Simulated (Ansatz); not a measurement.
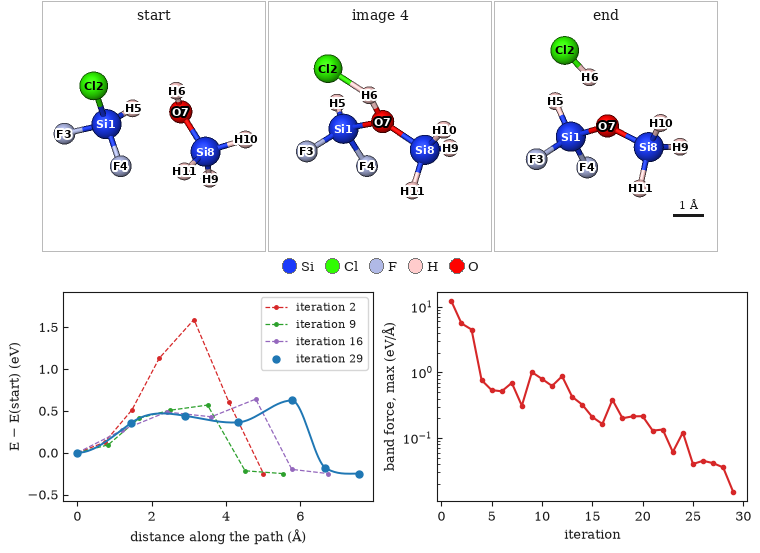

A search for the minimum-energy path of Si2H5OClF2, made up of SiHClF$_{2}$ and SiH$_{4}$O by the nudged elastic band. Images are numbered from 0 (start) to 6 (end). The plot follows the band through its iterations. A ball-and-stick model, seen at a tilt.

Computed with RKS B3LYP-D4/def2-SVP (Ansatz 0.2.0). Set-up: 5 movable images; climbing image; force threshold 0.03 eV/Å; iteration limit 60; starting path through a guess of the saddle point.

How did the profile develop, and is the result final?

Answer. The run is converged, with reservations. The band converged in 29 iterations. The largest component of the band force went from 12 to 0.015 eV/Å. The climbing image converged on the top of the path. Its vibrational analysis gives one imaginary mode (427i cm⁻¹), as a transition state must have. The first iteration put the highest image at 3.82 eV. Forward barrier 0.63 eV, backward barrier 0.87 eV, with image 4 at the top; the reaction energy is −0.25 eV. The profile has 2 maxima (images 2, 4) with a dip at image 3 (+0.36 eV), so the process runs in steps.

Limits of the set-up: the start holds two separate molecules, 2.7 Å apart at their closest, whose relative position is a soft coordinate.

Cost: 7.7 min on 4 threads of Arm Neoverse N1 (shared host), peak memory 0.36 GiB.
